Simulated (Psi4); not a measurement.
**Run report: C2F3Si (charge +1), energy and gradient calculation**

C2F3Si, charge +1, computed with PBE0/cc-pVDZ, RKS (Psi4 1.11).

The geometry is that of the parent species in another charge or spin state. The geometry comes from this level: PBE0-D4/def2-TZVP.

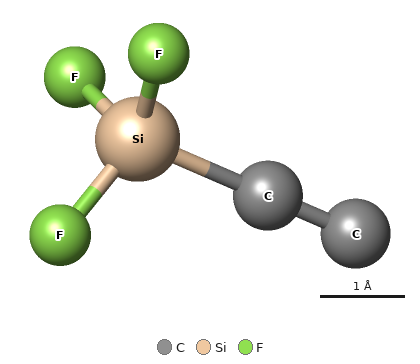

**Figure 1.** The input geometry (ball-and-stick view, seen at a tilt).

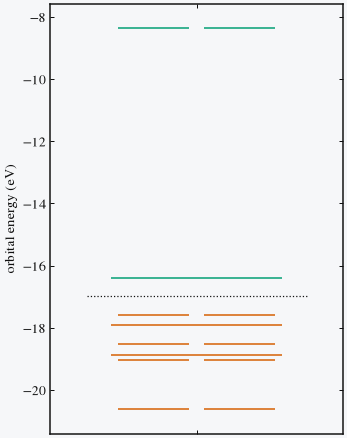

**Figure 2.** Orbital energies near the frontier; the dotted line parts filled from empty levels, and levels within 0.02 eV of each other stand side by side. Highest filled −17.58 eV, lowest empty −16.40 eV, 1.18 eV apart.

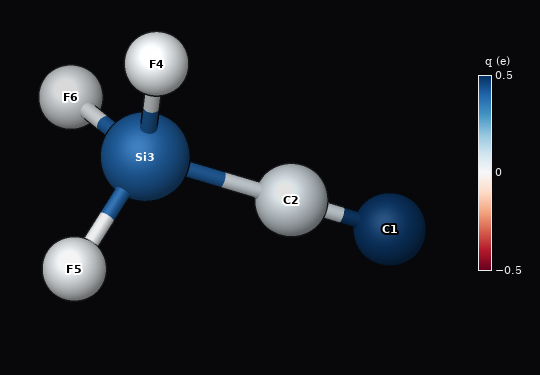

**Figure 3.** Löwdin charges, as the colour of each atom (ball-and-stick view, seen at a tilt; atoms are numbered from 1 in the order of the input). By element: C +0.05 to +0.48, Si +0.40 and F +0.02 e.

The input that produced these results follows, with the program's output.

**Input file (input.inp)**
```
memory 2.2 GB

molecule {
  1 1
  C     -0.330200    -2.361200     0.703200
  C     -0.165800    -1.214800     0.356500
  Si     0.078600     0.488400    -0.158600
  F     -1.011900     0.906200    -1.204900
  F      1.491100     0.664500    -0.816000
  F     -0.019800     1.452900     1.073600
  symmetry c1
  no_reorient
  no_com
}

set {
  basis cc-pVDZ
  puream true
  e_convergence 1e-09
  d_convergence 1e-08
  scf_type pk
  dft_radial_points 99
  dft_spherical_points 590
}

result, w = gradient("pbe0", return_wfn=True)
oeprop(w, "WIBERG_LOWDIN_INDICES", "LOWDIN_CHARGES", "DIPOLE", title="PBE0")
print_variables()
```

Run as:
```bash
psi4 -i input.inp -o input.out -n 1
```

**Log**
```
Psi4 1.11 release

gradient() will perform analytic gradient computation.

   => Loading Basis Set <=

    Name: CC-PVDZ
    Role: ORBITAL
    Keyword: BASIS

         ---------------------------------------------------------
                                   SCF
                              RKS Reference
                        1 Threads,   2098 MiB Core
         ---------------------------------------------------------

  ==> Geometry <==

    Molecular point group: c1
    Full point group: C1

    Geometry (in Angstrom), charge = 1, multiplicity = 1:

       Center              X                  Y                   Z               Mass
    ------------   -----------------  -----------------  -----------------  -----------------
         C           -0.330200000000    -2.361200000000     0.703200000000    12.000000000000
         C           -0.165800000000    -1.214800000000     0.356500000000    12.000000000000
         SI           0.078600000000     0.488400000000    -0.158600000000    27.976926534650
         F           -1.011900000000     0.906200000000    -1.204900000000    18.998403162730
         F            1.491100000000     0.664500000000    -0.816000000000    18.998403162730
         F           -0.019800000000     1.452900000000     1.073600000000    18.998403162730

  Running in c1 symmetry.

  Rotational constants: A =      0.13702  B =      0.07405  C =      0.07404 [cm^-1]
  Rotational constants: A =   4107.83643  B =   2219.88250  C =   2219.67639 [MHz]
  Nuclear repulsion =  286.699050461002571

  Charge       = 1
  Multiplicity = 1
  Electrons    = 52
  Nalpha       = 26
  Nbeta        = 26

  ==> Algorithm <==

  SCF Algorithm Type is PK.
  DIIS enabled.
  MOM disabled.
  Fractional occupation disabled.
  Guess Type is SAD.
  Energy threshold   = 1.00e-09
  Density threshold  = 1.00e-08
  Integral threshold = 1.00e-12

  ==> Primary Basis <==

  Basis Set: CC-PVDZ
    Blend: CC-PVDZ
    Number of shells: 38
    Number of basis functions: 88
    Number of Cartesian functions: 94
    Spherical Harmonics?: true
    Max angular momentum: 2

  ==> DFT Potential <==

   => LibXC <=

    Version 7.1.2

   => Composite Functional: PBE0 <=

    PBE0 Hyb-GGA Exchange-Correlation Functional

    Deriv               =              1
    GGA                 =           TRUE
    Meta                =          FALSE

    Exchange Hybrid     =           TRUE
    MP2 Hybrid          =          FALSE

   => Exchange Functionals <=

    0.7500   Perdew, Burke & Ernzerhof

   => Exact (HF) Exchange <=

    0.2500               HF

   => Correlation Functionals <=

    1.0000   Perdew, Burke & Ernzerhof

   => LibXC Density Thresholds  <==

    XC_HYB_GGA_XC_PBEH:  1.00E-15

   => Molecular Quadrature <=

    Radial Scheme          =       TREUTLER
    Pruning Scheme         =           NONE
    Nuclear Scheme         =       TREUTLER

    Blocking Scheme        =         OCTREE
    BS radius alpha        =              1
    Pruning alpha          =              1
    Radial Points          =             99
    Spherical Points       =            590
    Total Points           =         334438
    Total Blocks           =           2433
    Max Points             =            256
    Max Functions          =             88
    Weights Tolerance      =       1.00E-15

  ==> Integral Setup <==

  Using in-core PK algorithm.
   Calculation information:
      Number of atoms:                   6
      Number of AO shells:              38
      Number of primitives:            160
      Number of atomic orbitals:        94
      Number of basis functions:        88

      Integral cutoff                 1.00e-12
      Number of threads:                 1

  Performing in-core PK
  Using 15338972 doubles for integral storage.
  We computed 255114 shell quartets total.
  Whereas there are 274911 unique shell quartets.

  ==> DiskJK: Disk-Based J/K Matrices <==

    J tasked:                  Yes
    K tasked:                  Yes
    wK tasked:                  No
    Memory [MiB]:              921
    Schwarz Cutoff:          1E-12

  Cached 100.0% of DFT collocation blocks in 0.637 [GiB].

  Minimum eigenvalue in the overlap matrix is 2.0227588701E-03.
  Reciprocal condition number of the overlap matrix is 5.3477914250E-04.
    Using symmetric orthogonalization.

  ==> Pre-Iterations <==

  SCF Guess: Superposition of Atomic Densities via on-the-fly atomic UHF (no occupation information).

   -------------------------
    Irrep   Nso     Nmo
   -------------------------
     A         88      88
   -------------------------
    Total      88      88
   -------------------------

  ==> Iterations <==

                        Total Energy        Delta E     RMS |[F,P]|

   @RKS iter SAD:  -664.02603629923385   -6.64026e+02   0.00000e+00
   @RKS iter   1:  -663.87955746771854    1.46479e-01   9.05614e-03 ADIIS/DIIS
   @RKS iter   2:  -661.05460318462713    2.82495e+00   2.53084e-02 ADIIS/DIIS
   @RKS iter   3:  -664.12937778260834   -3.07477e+00   3.46914e-03 ADIIS/DIIS
   @RKS iter   4:  -664.20191749611229   -7.25397e-02   8.03252e-04 ADIIS/DIIS
   @RKS iter   5:  -664.19608861883046    5.82888e-03   1.37507e-03 ADIIS/DIIS
   @RKS iter   6:  -664.20422739887431   -8.13878e-03   3.48814e-04 ADIIS/DIIS
   @RKS iter   7:  -664.20474255347301   -5.15155e-04   1.07771e-04 ADIIS/DIIS
   @RKS iter   8:  -664.20478951830501   -4.69648e-05   2.54694e-05 DIIS
   @RKS iter   9:  -664.20479269392604   -3.17562e-06   3.25618e-06 DIIS
   @RKS iter  10:  -664.20479275855098   -6.46249e-08   1.25171e-06 DIIS
   @RKS iter  11:  -664.20479276842718   -9.87620e-09   7.28158e-07 DIIS
   @RKS iter  12:  -664.20479278547464   -1.70475e-08   6.14113e-07 DIIS
   @RKS iter  13:  -664.20479274285913    4.26155e-08   2.95407e-07 DIIS
   @RKS iter  14:  -664.20479274127536    1.58377e-09   2.21625e-08 DIIS
   @RKS iter  15:  -664.20479274127206    3.29692e-12   1.00252e-08 DIIS
   @RKS iter  16:  -664.20479274127229   -2.27374e-13   5.33936e-09 DIIS
  Energy and wave function converged.

  ==> Post-Iterations <==

   Electrons on quadrature grid:
      Ntotal   =   52.0000014388 ; deviation = 1.439e-06

    Orbital Energies [Eh]
    ---------------------

    Doubly Occupied:

       1A    -66.661372     2A    -25.031328     3A    -25.031323
       4A    -25.031310     5A    -10.706296     6A    -10.614582
       7A     -5.720486     8A     -4.055282     9A     -4.055281
      10A     -4.055246    11A     -1.497054    12A     -1.466490
      13A     -1.466468    14A     -1.132133    15A     -0.893643
      16A     -0.792238    17A     -0.757973    18A     -0.757964
      19A     -0.699834    20A     -0.699833    21A     -0.693983
      22A     -0.680292    23A     -0.680279    24A     -0.657923
      25A     -0.645941    26A     -0.645940

    Virtual:

      27A     -0.602643    28A     -0.307675    29A     -0.307671
      30A     -0.146744    31A     -0.071926    32A     -0.071908
      33A     -0.050219    34A     -0.032357    35A      0.083521
      36A      0.115999    37A      0.116008    38A      0.139035
      39A      0.209963    40A      0.209968    41A      0.263048
      42A      0.263056    43A      0.310665    44A      0.391326
      45A      0.392421    46A      0.392426    47A      0.481742
      48A      0.481781    49A      0.632384    50A      0.711464
      51A      0.711466    52A      0.724628    53A      0.896754
      54A      0.929156    55A      0.929162    56A      1.006911
      57A      1.006924    58A      1.036190    59A      1.045055
      60A      1.051731    61A      1.051741    62A      1.122614
      63A      1.122616    64A      1.186768    65A      1.186789
      66A      1.237924    67A      1.601619    68A      1.601626
      69A      1.627410    70A      2.011913    71A      2.011941
      72A      2.100210    73A      2.169696    74A      3.278418
      75A      3.307402    76A      3.307409    77A      3.319913
      78A      3.319928    79A      3.321074    80A      3.333504
      81A      3.372628    82A      3.372643    83A      3.457731
      84A      3.561748    85A      3.561768    86A      3.633461
      87A      3.676706    88A      3.676741

    Final Occupation by Irrep:
              A
    DOCC [    26 ]
    NA   [    26 ]
    NB   [    26 ]

  @RKS Final Energy:  -664.20479274127229

   => Energetics <=

    Nuclear Repulsion Energy =            286.6990504610025710
    One-Electron Energy =               -1477.9860717388896774
    Two-Electron Energy =                 574.2481795291386106
    DFT Exchange-Correlation Energy =     -47.1659509925237970
    Empirical Dispersion Energy =           0.0000000000000000
    VV10 Nonlocal Energy =                  0.0000000000000000
    Total Energy =                       -664.2047927412722856

Computation Completed

Properties will be evaluated at   0.000000,   0.000000,   0.000000 [a0]

Properties computed using the SCF density matrix

 Multipole Moments:

 ------------------------------------------------------------------------------------
     Multipole            Electronic (a.u.)      Nuclear  (a.u.)        Total (a.u.)
 ------------------------------------------------------------------------------------

 L = 1.  Multiply by 2.5417464519 to convert [e a0] to [Debye]
 Dipole X            :         -4.6279057            4.2688913           -0.3590144
 Dipole Y            :        -26.4147783           23.7992108           -2.6155675
 Dipole Z            :          9.0625234           -8.2919293            0.7705941
 Magnitude           :                                                    2.7502545

 ------------------------------------------------------------------------------------

	total time  =         15 seconds =       0.25 minutes

         ------------------------------------------------------------
                                   SCF GRAD
         ------------------------------------------------------------

  ==> Geometry <==

    Molecular point group: c1
    Full point group: C1

    Geometry (in Angstrom), charge = 1, multiplicity = 1:

       Center              X                  Y                   Z               Mass
    ------------   -----------------  -----------------  -----------------  -----------------
         C           -0.330200000000    -2.361200000000     0.703200000000    12.000000000000
         C           -0.165800000000    -1.214800000000     0.356500000000    12.000000000000
         SI           0.078600000000     0.488400000000    -0.158600000000    27.976926534650
         F           -1.011900000000     0.906200000000    -1.204900000000    18.998403162730
         F            1.491100000000     0.664500000000    -0.816000000000    18.998403162730
         F           -0.019800000000     1.452900000000     1.073600000000    18.998403162730

  Nuclear repulsion =  286.699050461002571

  ==> Basis Set <==

  Basis Set: CC-PVDZ
    Blend: CC-PVDZ
    Number of shells: 38
    Number of basis functions: 88
    Number of Cartesian functions: 94
    Spherical Harmonics?: true
    Max angular momentum: 2

  ==> DirectJKGrad: Integral-Direct SCF Gradients <==

    Gradient:                    1
    J tasked:                  Yes
    K tasked:                  Yes
    wK tasked:                  No
    Integrals threads:           1
    Schwarz Cutoff:          1E-12

  ==> DFT Potential <==

   => LibXC <=

    Version 7.1.2

   => Composite Functional: PBE0 <=

    PBE0 Hyb-GGA Exchange-Correlation Functional

    Deriv               =              1
    GGA                 =           TRUE
    Meta                =          FALSE

    Exchange Hybrid     =           TRUE
    MP2 Hybrid          =          FALSE

   => Exchange Functionals <=

    0.7500   Perdew, Burke & Ernzerhof

   => Exact (HF) Exchange <=

    0.2500               HF

   => Correlation Functionals <=

    1.0000   Perdew, Burke & Ernzerhof

   => LibXC Density Thresholds  <==

    XC_HYB_GGA_XC_PBEH:  1.00E-15

   => Molecular Quadrature <=

    Radial Scheme          =       TREUTLER
    Pruning Scheme         =           NONE
    Nuclear Scheme         =       TREUTLER

    Blocking Scheme        =         OCTREE
    BS radius alpha        =              1
    Pruning alpha          =              1
    Radial Points          =             99
    Spherical Points       =            590
    Total Points           =         334438
    Total Blocks           =           2433
    Max Points             =            256
    Max Functions          =             88
    Weights Tolerance      =       1.00E-15

  -Total Gradient:
     Atom            X                  Y                   Z
    ------   -----------------  -----------------  -----------------
       1        0.003426988663     0.023881605350    -0.007221457872
       2        0.002821165593     0.019661233627    -0.005948376817
       3       -0.007404914644    -0.051809050371     0.015716619117
       4        0.027326521234     0.005108413567     0.019698009718
       5       -0.030573156066     0.010694585649     0.010701641554
       6        0.004398318969    -0.007585862232    -0.032991043398

	total time  =         12 seconds =       0.20 minutes

Properties will be evaluated at   0.000000,   0.000000,   0.000000 [a0]

Properties computed using the PBE0 density matrix

 Multipole Moments:

 ------------------------------------------------------------------------------------
     Multipole            Electronic (a.u.)      Nuclear  (a.u.)        Total (a.u.)
 ------------------------------------------------------------------------------------

 L = 1.  Multiply by 2.5417464519 to convert [e a0] to [Debye]
 Dipole X            :         -4.6279057            4.2688913           -0.3590144
 Dipole Y            :        -26.4147783           23.7992108           -2.6155675
 Dipole Z            :          9.0625234           -8.2919293            0.7705941
 Magnitude           :                                                    2.7502545

 ------------------------------------------------------------------------------------
  Lowdin Charges: (a.u.)
   Center  Symbol    Alpha    Beta     Spin     Total
       1     C     2.75987  2.75987  0.00000  0.48027
       2     C     2.97300  2.97300  0.00000  0.05401
       3    SI     6.79780  6.79780  0.00000  0.40440
       4     F     4.48979  4.48979  0.00000  0.02042
       5     F     4.48978  4.48978  0.00000  0.02045
       6     F     4.48977  4.48977  0.00000  0.02046

  Total alpha = 26.00000, Total beta = 26.00000, Total charge =  1.00000

  Wiberg Bond Indices using Orthogonal Lowdin Orbitals:

  Irrep: 1 Size: 6 x 6

                 1                   2                   3                   4                   5

    1     0.00000000000000     3.17439329767120     0.25462328321221     0.10075713295833     0.10074793902970
    2     3.17439329767120     0.00000000000000     0.92016696947723     0.03360027347170     0.03360623100171
    3     0.25462328321221     0.92016696947723     0.00000000000000     1.53230263152289     1.53237346080661
    4     0.10075713295833     0.03360027347170     1.53230263152289     0.00000000000000     0.03942010635114
    5     0.10074793902970     0.03360623100171     1.53237346080661     0.03942010635114     0.00000000000000
    6     0.10071497440230     0.03359943470214     1.53243780078228     0.03941830851719     0.03941325274193

                 6

    1     0.10071497440230
    2     0.03359943470214
    3     1.53243780078228
    4     0.03941830851719
    5     0.03941325274193
    6     0.00000000000000

  Atomic Valences:

 #  #
 Irrep: 1
      1:    3.731236627273734
      2:    4.195366206323974
      3:    5.771904145801225
      4:    1.745498452821236
      5:    1.745560989931088
      6:    1.745583771145837

  Variable Map:
  ----------------------------------------------------------------------------
  "CURRENT ENERGY"              =>    -664.204792741272
  "CURRENT REFERENCE ENERGY"    =>    -664.204792741272
  "DD SOLVATION ENERGY"         =>       0.000000000000
  "DFT FUNCTIONAL TOTAL ENERGY" =>    -664.204792741272
  "DFT TOTAL ENERGY"            =>    -664.204792741272
  "DFT VV10 ENERGY"             =>       0.000000000000
  "DFT XC ENERGY"               =>     -47.165950992524
  "GRID ELECTRONS ALPHA"        =>      26.000000719418
  "GRID ELECTRONS BETA"         =>      26.000000719418
  "GRID ELECTRONS TOTAL"        =>      52.000001438835
  "NUCLEAR REPULSION ENERGY"    =>     286.699050461003
  "ONE-ELECTRON ENERGY"         =>   -1477.986071738890
  "PCM POLARIZATION ENERGY"     =>       0.000000000000
  "PE ENERGY"                   =>       0.000000000000
  "SCF ITERATION ENERGY"        =>    -664.204792741272
  "SCF ITERATIONS"              =>      16.000000000000
  "SCF TOTAL ENERGY"            =>    -664.204792741272
  "TWO-ELECTRON ENERGY"         =>     574.248179529139
  "XC GRID RADIAL POINTS"       =>      99.000000000000
  "XC GRID SPHERICAL POINTS"    =>     590.000000000000
  "XC GRID TOTAL POINTS"        =>  334438.000000000000

  Array Variable Map:
  ----------------------------------------------------------------------------
  "CURRENT DIPOLE"              =>      -0.359014360163 ... 0.770594130258 1 by 3
  "CURRENT GRADIENT"            =>       0.003426988663 ... -0.032991043398 6 by 3
  "DFT TOTAL GRADIENT"          =>       0.003426988663 ... -0.032991043398 6 by 3
  "PBE0 DIPOLE"                 =>      -0.359014360163 ... 0.770594130258 1 by 3
  "SCF DIPOLE"                  =>      -0.359014360163 ... 0.770594130258 1 by 3
  "SCF TOTAL ENERGIES"          =>    -664.026036299234 ... -664.204792741272 1 by 17
  "SCF TOTAL GRADIENT"          =>       0.003426988663 ... -0.032991043398 6 by 3

    Psi4 run time: 0:00:27.65
```

**Key numbers**

```tsv
quantity	value
outcome	converged
total energy	−664.204793 hartree
basis functions	88
largest force	2.810 eV/Å
HOMO	−17.58 eV
LUMO	−16.40 eV
hardware	1 thread of Intel Xeon (Granite Rapids), 64 GiB of memory available, shared host
wall time	29 s
peak memory	1.1 GiB
```
